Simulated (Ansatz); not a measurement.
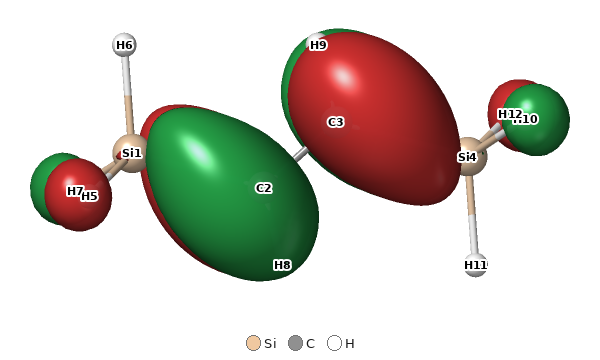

Figure. C₂H₈Si₂. One frontier orbital at ±0.1 Å⁻³ᐟ² (green and red are the two phases), seen across its widest extent.

Geometry: PBE0-D4/def2-TZVP.

All numbers below come from RKS PBE0-D4/def2-TZVPP (Ansatz).

| atom | x (Å) | y (Å) | z (Å) |
| --- | --- | --- | --- |
| Si | -0.5610 | 2.2193 | 0.1896 |
| C | -0.5442 | 0.3566 | 0.1188 |
| C | 0.5573 | -0.3659 | -0.1119 |
| Si | 0.5738 | -2.2285 | -0.1840 |
| H | -1.0445 | 2.6894 | 1.5162 |
| H | 0.8187 | 2.7211 | -0.0429 |
| H | -1.4735 | 2.7749 | -0.8465 |
| H | -1.4861 | -0.1724 | 0.2739 |
| H | 1.4992 | 0.1631 | -0.2669 |
| H | 1.4916 | -2.7852 | 0.8467 |
| H | -0.8047 | -2.7305 | 0.0548 |
| H | 1.0506 | -2.6972 | -1.5136 |

Question: Which orbital is it: HOMO or LUMO?

Answer: The LUMO, at −1.00 eV. It lies mainly on C2 (about 30 %), C3 (about 30 %), Si1 (about 10 %) and Si4 (about 10 %); it is gerade (even under inversion).
